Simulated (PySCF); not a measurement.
# Two runs on C$_{3}$H$_{4}$N$_{2}$OSi

System: C$_{3}$H$_{4}$N$_{2}$OSi.
Method of the first run: GIAO PBE0/6-31G NMR shielding, non-relativistic, gas phase (PySCF 2.14.0).

The geometry comes from this level: PBE0-D3(BJ)/def2-SVP. Text and figures count atoms from 1; the logs count them from 0 in places.

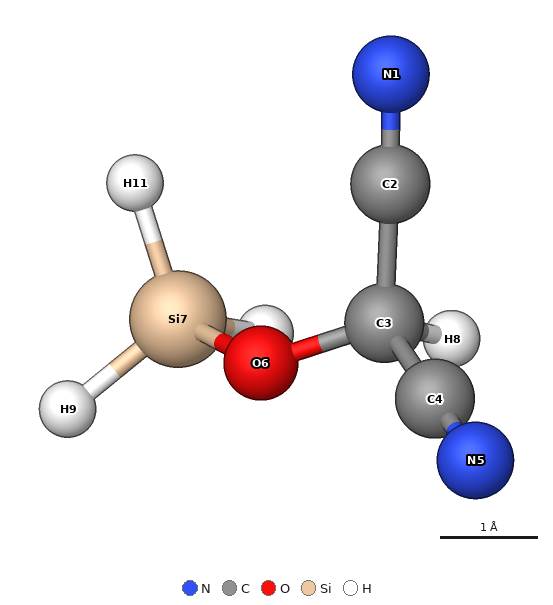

The structure (ball-and-stick view, seen at a tilt; atoms are numbered from 1 in the order of the input). Bond lengths as drawn: C–C 1.47 to 1.48 Å, C–H 1.11 Å, C–N 1.15 to 1.16 Å, C–O 1.38 Å, H–Si 1.48 to 1.49 Å and O–Si 1.69 Å.

### Input file, the first run
```
{"job": {"kind": "nmr", "xc": "PBE0", "basis": "6-31G", "pop": true}, "charge": 0, "multiplicity": 1}
N     -1.201832     2.166803     1.154760
C     -1.087979     1.105191     0.712354
C     -0.840846    -0.248367     0.165862
C     -2.056637    -0.755558    -0.496119
N     -2.997777    -1.186683    -1.008329
O      0.219725    -0.272173    -0.722146
Si     1.840149    -0.021808    -0.298784
H     -0.662872    -0.909475     1.041240
H      2.617870    -0.470291    -1.478685
H      2.131931    -0.849410     0.910673
H      2.076119     1.416801     0.004713
```

The first line tells a small driver script what to run in PySCF; the rest is the geometry in Å.

Launched with:
```bash
OMP_NUM_THREADS=1 python <driver script> task.json out
```

Hardware: 1 CPU thread, shared host.

### Output (the first run)
```
coarse grid: 10576 points
cycle   1  E = -590.1636682397  dE =  1.112e+00  |g| = 8.505e-01  |ddm| = 3.631e+00
cycle   2  E = -589.5514888916  dE =  6.122e-01  |g| = 1.895e+00  |ddm| = 2.941e+00
cycle   3  E = -590.3143334987  dE = -7.628e-01  |g| = 2.536e-01  |ddm| = 2.028e+00
cycle   4  E = -590.3259663592  dE = -1.163e-02  |g| = 8.730e-02  |ddm| = 2.767e-01
cycle   5  E = -590.3275558057  dE = -1.589e-03  |g| = 1.576e-02  |ddm| = 1.047e-01
cycle   6  E = -590.3276247080  dE = -6.890e-05  |g| = 2.651e-03  |ddm| = 2.092e-02
cycle   7  E = -590.3276260602  dE = -1.352e-06  |g| = 1.504e-03  |ddm| = 4.034e-03
final grid: 100232 points
cycle   8  E = -590.2616264549  dE = -9.004e-06  |g| = 7.106e-03  |ddm| = 1.705e-02
cycle   9  E = -590.2616071704  dE =  1.928e-05  |g| = 1.215e-02  |ddm| = 1.856e-02
cycle  10  E = -590.2616362540  dE = -2.908e-05  |g| = 1.980e-03  |ddm| = 1.166e-02
cycle  11  E = -590.2616370839  dE = -8.299e-07  |g| = 5.497e-04  |ddm| = 1.920e-03
cycle  12  E = -590.2616371477  dE = -6.381e-08  |g| = 7.165e-05  |ddm| = 5.763e-04
cycle  13  E = -590.2616371475  dE =  2.244e-10  |g| = 7.955e-05  |ddm| = 1.111e-04
cycle  14  E = -590.2616371488  dE = -1.303e-09  |g| = 2.162e-05  |ddm| = 7.085e-05
cycle  15  E = -590.2616371489  dE = -1.041e-10  |g| = 1.472e-06  |ddm| = 2.235e-05
converged SCF energy = -590.2616371489

GIAO shielding tensors (ppm)
atom      isotropic    diamagn.    paramagn.     s11        s22        s33       span
  0 N      -18.495     332.762    -351.257   -174.500   -162.117    281.132    455.632
  1 C       87.859     265.728    -177.869    -17.591    -13.016    294.183    311.774
  2 C      146.173     235.929     -89.756    127.301    131.523    179.695     52.395
  3 C       87.477     263.544    -176.066    -19.759    -12.675    294.866    314.625
  4 N      -13.722     332.581    -346.303   -166.432   -161.819    287.086    453.517
  5 O      325.103     396.492     -71.389    278.296    329.908    367.104     88.808
  6 Si     434.231     879.247    -445.017    383.977    394.117    524.598    140.621
  7 H       27.677      26.214       1.463     25.176     26.293     31.562      6.386
  8 H       27.287      28.719      -1.432     23.285     25.616     32.961      9.676
  9 H       27.619      28.441      -0.822     24.022     26.086     32.749      8.727
 10 H       27.191      28.709      -1.518     23.191     26.206     32.176      8.986
```

For the second run the input was changed thus:
```diff
-"basis": "6-31G"
+"basis": "STO-3G"
```

How does the second run compare with the first run?

The total energy of the second run is 4440.7 kcal/mol higher, which measures the change of basis and not a stability. The HOMO goes from −9.26 to −5.57 eV. The LUMO goes from −1.27 to 2.38 eV. The dipole moment goes from 4.68 to 4.03 D. Of all shieldings, the largest change is that of Si7, by +115.4 ppm. The SCF takes 14 iterations against 15. The basis functions go from 75 to 43.

### Output (the second run)
```
coarse grid: 10576 points
cycle   1  E = -582.9823841427  dE =  1.135e+00  |g| = 9.106e-01  |ddm| = 4.785e+00
cycle   2  E = -582.1989274517  dE =  7.835e-01  |g| = 1.976e+00  |ddm| = 2.994e+00
cycle   3  E = -583.2069687014  dE = -1.008e+00  |g| = 2.208e-01  |ddm| = 2.124e+00
cycle   4  E = -583.2197003880  dE = -1.273e-02  |g| = 6.082e-02  |ddm| = 3.206e-01
cycle   5  E = -583.2207331152  dE = -1.033e-03  |g| = 9.499e-03  |ddm| = 8.393e-02
cycle   6  E = -583.2207667579  dE = -3.364e-05  |g| = 2.575e-03  |ddm| = 1.809e-02
cycle   7  E = -583.2207677765  dE = -1.019e-06  |g| = 1.738e-03  |ddm| = 3.728e-03
final grid: 100232 points
cycle   8  E = -583.1848637764  dE = -1.041e-06  |g| = 5.083e-03  |ddm| = 1.417e-02
cycle   9  E = -583.1848480701  dE =  1.571e-05  |g| = 9.231e-03  |ddm| = 1.501e-02
cycle  10  E = -583.1848703362  dE = -2.227e-05  |g| = 1.543e-03  |ddm| = 9.884e-03
cycle  11  E = -583.1848709801  dE = -6.439e-07  |g| = 1.843e-04  |ddm| = 1.775e-03
cycle  12  E = -583.1848709865  dE = -6.413e-09  |g| = 1.062e-04  |ddm| = 2.525e-04
cycle  13  E = -583.1848709892  dE = -2.733e-09  |g| = 1.639e-05  |ddm| = 1.128e-04
cycle  14  E = -583.1848709893  dE = -8.845e-11  |g| = 3.276e-06  |ddm| = 2.789e-05
converged SCF energy = -583.1848709893

GIAO shielding tensors (ppm)
atom      isotropic    diamagn.    paramagn.     s11        s22        s33       span
  0 N       64.788     320.495    -255.708    -56.771    -49.885    301.018    357.789
  1 C      147.207     266.288    -119.081     73.792     75.718    292.112    218.320
  2 C      183.819     244.424     -60.605    160.921    171.977    218.559     57.638
  3 C      148.208     264.297    -116.089     75.049     77.329    292.247    217.198
  4 N       66.941     319.393    -252.452    -56.055    -48.433    305.312    361.368
  5 O      416.710     376.288      40.422    324.826    428.406    496.898    172.072
  6 Si     549.582     867.808    -318.226    499.606    507.423    641.718    142.112
  7 H       29.291      29.855      -0.563     25.787     27.341     34.747      8.960
  8 H       29.454      30.147      -0.693     25.397     27.067     35.898     10.501
  9 H       30.002      31.328      -1.327     26.290     27.868     35.847      9.557
 10 H       29.631      31.339      -1.708     25.621     28.053     35.218      9.597
```

### The two runs side by side

```csv
quantity,the first run,the second run
outcome,converged,converged
total energy (hartree),−590.261637,−583.184871
HOMO (eV),−9.26,−5.57
LUMO (eV),−1.27,2.38
dipole moment (D),4.68,4.03
shielding of N1 (ppm),−18.5,64.8
shielding of C2 (ppm),87.9,147.2
shielding of C3 (ppm),146.2,183.8
shielding of C4 (ppm),87.5,148.2
shielding of N5 (ppm),−13.7,66.9
shielding of O6 (ppm),325.1,416.7
shielding of Si7 (ppm),434.2,549.6
SCF iterations,15,14
basis functions,75,43
wall time (shared host),6.2 s,3 s
```
